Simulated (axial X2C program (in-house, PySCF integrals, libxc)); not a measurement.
# MgNa⁺ in a model world with the speed of light multiplied by 2: from the state search to constants

What are the state, bond length, wavenumber and bond energy of MgNa⁺, and what does spin–orbit coupling change?

Method: all-electron X2C, Mg dyall-v3z, Na dyall-v3z; program: an in-house X2C program for linear molecules on PySCF integrals.

All values are calculated.

### 1 The job

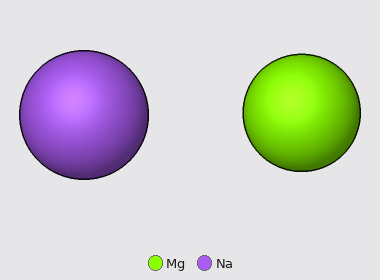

The two atoms at 2.940 Å (magnesium green, sodium purple).

task.json reads:

```json
{
 "zs": [
  12,
  11
 ],
 "q": 1,
 "bas": [
  "dyall-v3z",
  "dyall-v3z"
 ],
 "levels": [
  "PBE0",
  "HF",
  "PBEsol",
  "PBE"
 ],
 "cc": false,
 "r0": 2.94,
 "npts": 10,
 "nst": 2,
 "ntry": 6,
 "opt": {
  "cfac": 2
 }
}
```

Keys: zs atomic numbers; q charge; bas basis sets; levels methods (HF also brings MP2); cc coupled cluster on or off; r0 starting distance in Å; npts points asked for on the curve; nst determinants followed; ntry starts of the search; cfac factor on the speed of light (100 gives the non-relativistic limit).

Launch:

```console
$ python so2c.py task.json out
```

Spin-free means the one-electron spin-free X2C Hamiltonian; two-component (2c) means X2C with spin–orbit coupling and atomic mean-field two-electron Coulomb and Gaunt terms; the speed of light was multiplied by 2, so these are model numbers, not those of the real molecule. Basis: Mg dyall-v3z contracted to [9s8p5d3f], Na dyall-v3z contracted to [9s8p4d2f]; Gaussian nuclei, density fitting. Masses: Mg 23.985 u, Na 22.990 u.

Notation: σ, π±, δ± give the projection m of an orbital's angular momentum (0, ±1, ±2), α and β its spin, Λ and M_S the sums; ω is the projection of a spinor's total angular momentum and Ω the sum. Logs are in hartree.

The results follow Hamiltonian by Hamiltonian and level by level.

### 2 Which state to follow

PBE0 moves the distance from 2.940 Å to 3.209 Å and compares determinants there.

Spin-free determinants:

```tsv
ΔE (eV)	state	open shells
0.00	M_S = 0, Λ = 0	closed shell
2.08	M_S = 1, Λ = 0	beyond closed shells: 2 × σα
3.06	M_S = 1, Λ = 1	beyond closed shells: σα, π+α
3.77	M_S = 0, Λ = 1	beyond closed shells: σα, π+β
```

Two-component determinants:

```csv
ΔE (eV),state,open shells
0.00,Ω = 0,closed shell
2.08,Ω = 1,excess of +ω over −ω: 2 × ω = 1/2
3.06,Ω = 2,"excess of +ω over −ω: ω = 1/2, ω = 3/2"
3.77,Ω = 1,"excess of +ω over −ω: ω = -1/2, ω = 3/2"
```

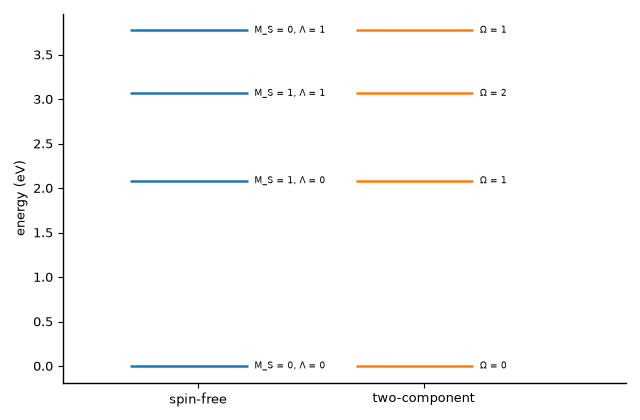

The determinants found, each set from its own lowest.

### 3 PBE0, spin-free

State followed: M_S = 0, Λ = 0 (closed shell). The scan is laid around 3.209 Å, a first estimate of the minimum, and this SCF restarts from the orbitals of the search.

Output at 3.209 Å:

```text
spin-free X2C-1e  PBE0
basis functions 146  fitting functions 632  grid points 4367
iter        total energy     max residual
   1       -362.113618764     2.80e-05
   2       -362.113618768     2.14e-05
   3       -362.113618771     9.96e-07
   4       -362.113618771     2.54e-07
converged
one-electron -546.53796651  Coulomb 193.20705579  exact exchange -7.46664858  xc functional -23.08339878  nuclear repulsion 21.76733931
```

Along the bond, energies from the lowest point:

```
R (Å)  E (eV)  μ (D)  HOMO (eV)  LUMO (eV)  iterations
2.792  0.1239   1.82     -10.57      -6.16           8
2.920  0.0517   2.07     -10.44      -6.17           7
3.017  0.0203   2.28     -10.35      -6.18           7
3.113  0.0042   2.50     -10.25      -6.18           7
3.209  0.0000   2.73     -10.16      -6.19           4
3.321  0.0068   3.03     -10.05      -6.20           8
3.434  0.0231   3.33      -9.94      -6.20           7
3.578  0.0536   3.75      -9.80      -6.22           7
3.755  0.0998   4.29      -9.64      -6.24           7
4.011  0.1743   5.11      -9.41      -6.27           7
```

Dipoles are positive if Na is the positive end and refer to the centre of mass.

Outer orbitals at the reference distance:

```tsv
symmetry	occupied	ε (eV)	atomic character
σα	yes	-10.16	68% Mg s, 15% Na s, 12% Na p
σα	no	-6.19	45% Na s, 41% Mg p, 10% Mg s
π-α	no	-4.98	72% Mg p, 22% Na p, 5% Na d
π+α	no	-4.98	72% Mg p, 22% Na p, 5% Na d
σα	no	-4.37	37% Na p, 33% Mg p, 25% Na s
```

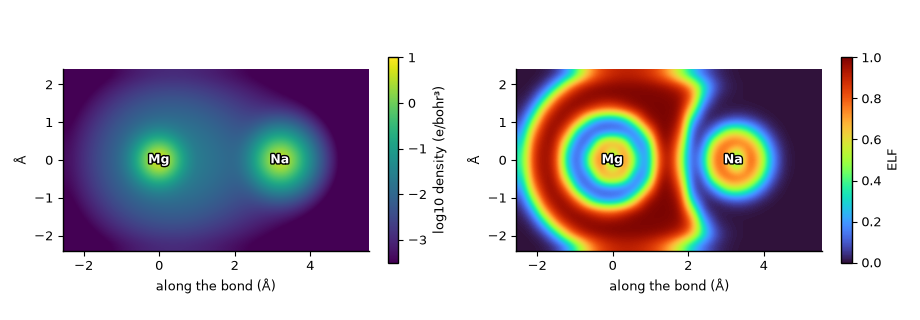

PBE0 fields in a plane through the axis, from a grid of 0.3 Å; Mg lies at z = 0 and Na at z = 3.209 Å; the ELF is damped to zero where the density is low.

Re = 3.200 Å, ωe = 154.8 cm⁻¹, ωexe = 1.13 cm⁻¹, Be = 0.1403 cm⁻¹, De = 0.650 eV, μ = 2.71 D.

### 4 HF, spin-free

The SCF at the reference distance of 3.209 Å:

```text
spin-free X2C-1e  HF
basis functions 146  fitting functions 632  grid points 4367
iter        total energy     max residual
   1       -361.430165724     4.43e-02
   2       -361.438523136     3.06e-03
   3       -361.438726794     5.46e-04
   4       -361.438739975     1.37e-04
   5       -361.438741179     3.68e-05
   6       -361.438741390     6.84e-06
   7       -361.438741395     1.69e-06
   8       -361.438741395     4.24e-07
converged
one-electron -546.61389284  Coulomb 193.33183238  exact exchange -29.92402024  xc functional 0.00000000  nuclear repulsion 21.76733931
```

Re = 3.324 Å, ωe = 140.6 cm⁻¹, ωexe = 1.15 cm⁻¹, Be = 0.13 cm⁻¹, De = 0.520 eV, μ = 3.20 D.

### 5 PBEsol, spin-free

Output at 3.209 Å:

```text
spin-free X2C-1e  PBEsol
basis functions 146  fitting functions 632  grid points 4367
iter        total energy     max residual
   1       -361.257986653     5.95e-02
   2       -361.260116256     5.22e-03
   3       -361.260210769     4.13e-03
   4       -361.260390835     3.37e-04
   5       -361.260392508     5.74e-05
   6       -361.260392649     2.96e-05
   7       -361.260392692     1.61e-06
   8       -361.260392692     1.03e-07
converged
one-electron -546.28796172  Coulomb 192.90054662  exact exchange 0.00000000  xc functional -29.64031690  nuclear repulsion 21.76733931
```

Re = 3.192 Å, ωe = 152.7 cm⁻¹, ωexe = 1.13 cm⁻¹, Be = 0.141 cm⁻¹, De = 0.671 eV, μ = 2.67 D.

### 6 PBE, spin-free

The SCF at the reference distance of 3.209 Å:

```text
spin-free X2C-1e  PBE
basis functions 146  fitting functions 632  grid points 4367
iter        total energy     max residual
   1       -362.083043387     1.64e-02
   2       -362.084577855     2.50e-03
   3       -362.084591508     2.21e-03
   4       -362.084646231     1.46e-04
   5       -362.084646391     1.06e-04
   6       -362.084646954     1.54e-05
   7       -362.084646964     2.87e-06
   8       -362.084646964     8.69e-07
converged
one-electron -546.42311377  Coulomb 193.06837598  exact exchange 0.00000000  xc functional -30.49724848  nuclear repulsion 21.76733931
```

Re = 3.193 Å, ωe = 153.8 cm⁻¹, ωexe = 1.12 cm⁻¹, Be = 0.1409 cm⁻¹, De = 0.691 eV, μ = 2.58 D.

### 7 MP2, spin-free

Correlated methods: 10 electrons correlated (frozen shells, counted by type: Mg 2 s, 1 p; Na 1 s), 266 virtual spinors in MP2.

MP2: Re = 3.237 Å, ωe = 150.2 cm⁻¹, Be = 0.1371 cm⁻¹, De = 0.570 eV.

### 8 A higher determinant, spin-free

State: M_S = 1, Λ = 0 (beyond closed shells: 2 × σα).

Output at the reference distance:

```text
spin-free X2C-1e  PBE0
basis functions 146  fitting functions 632  grid points 4367
iter        total energy     max residual
   1       -362.037125336     5.93e-06
   2       -362.037125337     3.18e-06
converged
one-electron -546.08708130  Coulomb 192.84740518  exact exchange -7.47611798  xc functional -23.08867054  nuclear repulsion 21.76733931
```

```csv
R (Å),E above the lowest PBE0 point (eV)
2.792,2.520
2.920,2.341
3.017,2.235
3.113,2.149
3.209,2.081
3.321,2.021
3.434,1.977
3.578,1.940
3.755,1.918
```

No constants are quoted: the lowest point is the long end of the scan.

### 9 The spin-free curves together

Energy (eV) of the followed determinant, spin-free, from each level's lowest point:

```
R (Å)   PBE0     HF    MP2  PBEsol    PBE
2.792  0.124  0.196  0.144   0.115  0.118
2.920  0.052  0.100  0.065   0.047  0.048
3.017  0.020  0.053  0.028   0.018  0.018
3.113  0.004  0.023  0.008   0.003  0.003
3.209  0.000  0.006  0.000   0.000  0.000
3.321  0.007  0.000  0.003   0.007  0.007
3.434  0.023  0.005  0.015   0.024  0.024
3.578  0.054  0.022  0.042   0.054  0.054
3.755  0.100  0.055  0.083   0.099  0.100
4.011  0.174  0.113  0.151   0.172  0.174
```

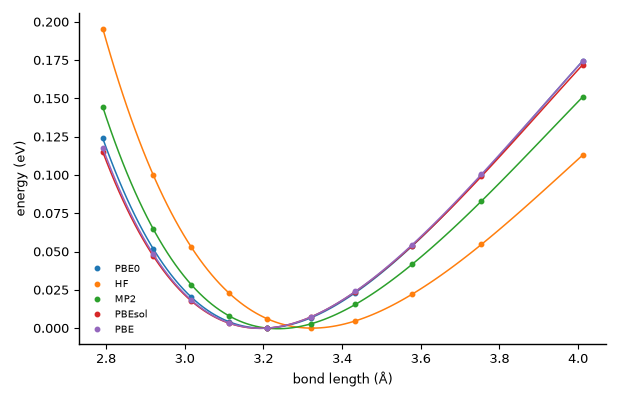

Curves of the followed state, spin-free, each from its own lowest point.

### 10 PBE0, 2c

State followed: Ω = 0 (closed shell). The scan is laid around 3.209 Å, a first estimate of the minimum, and this SCF restarts from the orbitals of the search.

The SCF at the reference distance of 3.209 Å:

```text
two-component X2C + atomic mean field  PBE0
basis functions 146  fitting functions 632  grid points 4367
iter        total energy     max residual
   1       -362.104664682     8.65e-05
   2       -362.104664713     6.24e-05
   3       -362.104664753     3.20e-06
   4       -362.104664753     2.32e-07
converged
one-electron -546.51349167  Coulomb 193.19929289  exact exchange -7.46636424  xc functional -23.08251331  nuclear repulsion 21.76733931  atomic mean-field constant -0.00892775
```

Along the bond, energies from the lowest point:

```csv
R (Å),E (eV),μ (D),HOMO (eV),LUMO (eV),iterations
2.792,0.1239,1.82,-10.57,-6.16,8
2.920,0.0518,2.07,-10.44,-6.17,7
3.017,0.0203,2.28,-10.35,-6.18,7
3.113,0.0042,2.50,-10.25,-6.18,7
3.209,0.0000,2.73,-10.16,-6.19,4
3.321,0.0068,3.03,-10.05,-6.20,8
3.434,0.0231,3.33,-9.94,-6.20,7
3.578,0.0536,3.75,-9.80,-6.22,7
3.755,0.0998,4.29,-9.64,-6.24,7
4.011,0.1743,5.11,-9.41,-6.27,7
```

Dipoles are positive if Na is the positive end and refer to the centre of mass.

Outer spinors at the reference distance:

| ω | occupied | ε (eV) | atomic character | λ mixture |
| --- | --- | --- | --- | --- |
| 1/2 | yes | -10.16 | 68% Mg s, 15% Na s, 12% Na p | 100% σ |
| 1/2 | no | -6.19 | 45% Na s, 41% Mg p, 10% Mg s | 100% σ |
| 1/2 | no | -4.98 | 72% Mg p, 22% Na p, 5% Na d | 100% π |
| 3/2 | no | -4.98 | 72% Mg p, 22% Na p, 5% Na d | 100% π |
| 1/2 | no | -4.37 | 37% Na p, 33% Mg p, 25% Na s | 100% σ |

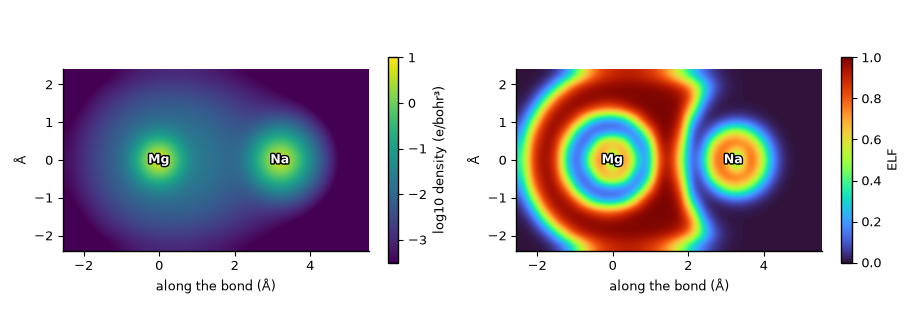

PBE0 fields in a plane through the axis, from a grid of 0.3 Å; Mg lies at z = 0 and Na at z = 3.209 Å; the ELF is damped to zero where the density is low.

Re = 3.200 Å, ωe = 154.8 cm⁻¹, ωexe = 1.13 cm⁻¹, Be = 0.1403 cm⁻¹, De = 0.650 eV, μ = 2.71 D.

### 11 HF, 2c

The SCF at the reference distance of 3.209 Å:

```text
two-component X2C + atomic mean field  HF
basis functions 146  fitting functions 632  grid points 4367
iter        total energy     max residual
   1       -361.421244153     4.43e-02
   2       -361.429600734     3.06e-03
   3       -361.429804395     5.46e-04
   4       -361.429817578     1.37e-04
   5       -361.429818783     3.68e-05
   6       -361.429818993     6.84e-06
   7       -361.429818999     1.69e-06
   8       -361.429818999     4.24e-07
converged
one-electron -546.58939838  Coulomb 193.32404598  exact exchange -29.92287816  xc functional 0.00000000  nuclear repulsion 21.76733931  atomic mean-field constant -0.00892775
```

Re = 3.324 Å, ωe = 140.6 cm⁻¹, ωexe = 1.15 cm⁻¹, Be = 0.13 cm⁻¹, De = 0.520 eV, μ = 3.20 D.

### 12 PBEsol, 2c

The SCF at the reference distance of 3.209 Å:

```text
two-component X2C + atomic mean field  PBEsol
basis functions 146  fitting functions 632  grid points 4367
iter        total energy     max residual
   1       -361.249046990     5.95e-02
   2       -361.251176502     5.22e-03
   3       -361.251271033     4.13e-03
   4       -361.251451113     3.37e-04
   5       -361.251452786     5.74e-05
   6       -361.251452927     2.96e-05
   7       -361.251452970     1.61e-06
   8       -361.251452970     1.03e-07
converged
one-electron -546.26348506  Coulomb 192.89278115  exact exchange 0.00000000  xc functional -29.63916062  nuclear repulsion 21.76733931  atomic mean-field constant -0.00892775
```

Re = 3.192 Å, ωe = 152.7 cm⁻¹, ωexe = 1.13 cm⁻¹, Be = 0.141 cm⁻¹, De = 0.671 eV, μ = 2.67 D.

### 13 PBE, 2c

Output at 3.209 Å:

```text
two-component X2C + atomic mean field  PBE
basis functions 146  fitting functions 632  grid points 4367
iter        total energy     max residual
   1       -362.074077768     1.64e-02
   2       -362.075612135     2.50e-03
   3       -362.075625794     2.21e-03
   4       -362.075680526     1.46e-04
   5       -362.075680687     1.06e-04
   6       -362.075681249     1.54e-05
   7       -362.075681259     2.87e-06
   8       -362.075681260     8.69e-07
converged
one-electron -546.39862947  Coulomb 193.06060218  exact exchange 0.00000000  xc functional -30.49606553  nuclear repulsion 21.76733931  atomic mean-field constant -0.00892775
```

Re = 3.193 Å, ωe = 153.8 cm⁻¹, ωexe = 1.12 cm⁻¹, Be = 0.1409 cm⁻¹, De = 0.691 eV, μ = 2.58 D.

### 14 MP2, 2c

Correlated methods: 10 electrons correlated (frozen shells, counted by type: Mg 2 s, 1 p; Na 1 s), 266 virtual spinors in MP2.

MP2: Re = 3.237 Å, ωe = 150.2 cm⁻¹, Be = 0.1371 cm⁻¹, De = 0.570 eV.

### 15 A higher determinant, 2c

State: Ω = 1 (excess of +ω over −ω: 2 × ω = 1/2).

Output at the reference distance:

```text
two-component X2C + atomic mean field  PBE0
basis functions 146  fitting functions 632  grid points 4367
iter        total energy     max residual
   1       -362.028168581     8.42e-05
   2       -362.028168613     6.00e-05
   3       -362.028168650     3.70e-06
   4       -362.028168650     2.17e-07
converged
one-electron -546.06266943  Coulomb 192.83971875  exact exchange -7.47583646  xc functional -23.08779308  nuclear repulsion 21.76733931  atomic mean-field constant -0.00892775
```

```
R (Å)  E above the lowest PBE0 point (eV)
2.792                               2.520
2.920                               2.341
3.017                               2.235
3.113                               2.149
3.209                               2.082
3.321                               2.021
3.434                               1.977
3.578                               1.940
3.755                               1.918
```

No constants are quoted: the lowest point is the long end of the scan.

### 16 The 2c curves together

Energy (eV) of the followed determinant, 2c, from each level's lowest point:

```csv
R (Å),PBE0,HF,MP2,PBEsol,PBE
2.792,0.124,0.196,0.144,0.115,0.118
2.920,0.052,0.100,0.065,0.047,0.048
3.017,0.020,0.053,0.028,0.018,0.018
3.113,0.004,0.023,0.008,0.003,0.003
3.209,0.000,0.006,0.000,0.000,0.000
3.321,0.007,0.000,0.003,0.007,0.007
3.434,0.023,0.005,0.015,0.024,0.024
3.578,0.054,0.022,0.042,0.054,0.054
3.755,0.100,0.055,0.083,0.099,0.100
4.011,0.174,0.113,0.151,0.172,0.174
```

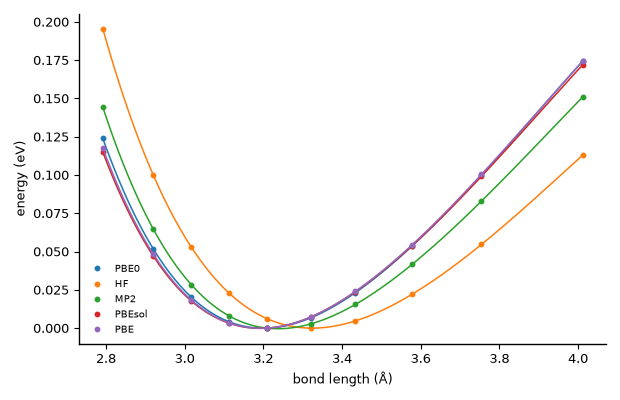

Curves of the followed state, 2c, each from its own lowest point.

Time for the job: 36 s (1 thread, shared host).

### 17 Constants

Lowest determinant that the search found at its distance, spin-free: M_S = 0, Λ = 0 (closed shell).

Lowest determinant that the search found at its distance, 2c: Ω = 0 (closed shell).

```csv
Hamiltonian,level,Re (Å),ωe (cm⁻¹),De (eV),μ (D)
spin-free,PBE0,3.200,154.8,0.650,2.71
spin-free,HF,3.324,140.6,0.520,3.20
spin-free,MP2,3.237,150.2,0.570,n/a
spin-free,PBEsol,3.192,152.7,0.671,2.67
spin-free,PBE,3.193,153.8,0.691,2.58
2c,PBE0,3.200,154.8,0.650,2.71
2c,HF,3.324,140.6,0.520,3.20
2c,MP2,3.237,150.2,0.570,n/a
2c,PBEsol,3.192,152.7,0.671,2.67
2c,PBE,3.193,153.8,0.691,2.58
```

Dipoles are positive if Na is the positive end and refer to the centre of mass.

Time per point (s) on 1 thread, shared host (2c runs); the times are rough: PBE0 0.21, HF 0.12, MP2 0.24, PBEsol 0.19, PBE 0.2.

In words: At MP2, going from spin-free to two-component changes Re by 0 mÅ, ωe by 0.0 %, which is small (part of it comes from the scalar share of the two-electron terms). De moves by 0.00 eV; both De rest on single-determinant atoms, which can miss part of an open shell's spin–orbit lowering.

De refers to Mg + Na+, each in the lowest determinant found, which need not be this curve's own limit. Each curve is one determinant whose occupation by symmetry is held fixed; it was picked as the lowest of a PBE0 search that is not exhaustive. The closed shell is kept restricted; where the fragments are open shells, the energy then runs too high at long range. Dissociation energies refer to the lowest single-determinant-based atoms at the same level and basis. These are model numbers, with the speed of light changed.
